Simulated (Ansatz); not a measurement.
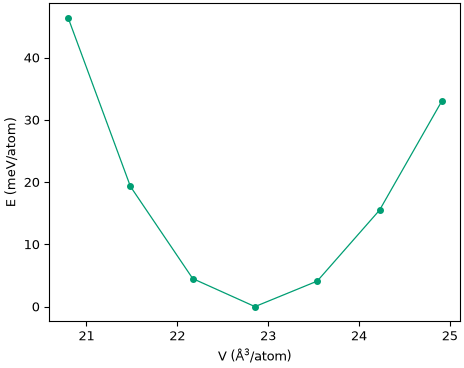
Figure. Ge (diamond, space group No. 227) under volume change, PBEsol in the plane-wave PAW code Ansatz, scaled uniformly.

What does a third-order Birch–Murnaghan fit give for V₀, B₀ and B′?

V₀ = 22.85 Å³/atom, B₀ = 67.2 GPa, B′ = 4.9.

Space group Fd-3m (diamond). Symmetry was held in the PBEsol relaxation.

Potentials: the later of the program's two PAW sets.
